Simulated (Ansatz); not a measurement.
Consider MgO in the rock salt structure (space group Fm-3m, No. 225; a = 4.159 Å).

One thing is altered: an isotropic linear strain of +2.00 %; the atoms relax in the strained cell.

Calculations: Ansatz (a first-principles code) LDA, no SOC.

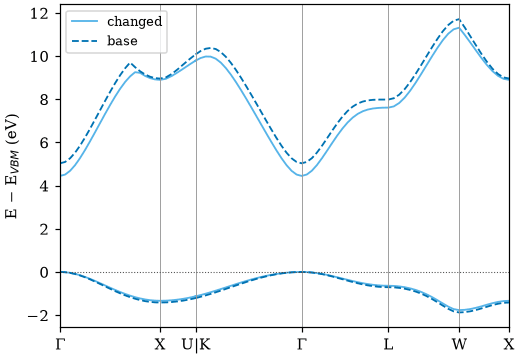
Figure. Highest valence and lowest conduction band along the path, each from its own valence-band maximum

### Question
Read the changed gap and its character from the plot.

### Answer
About 4.5 eV, direct at Γ.

Whether these cells are dynamically stable was not tested.
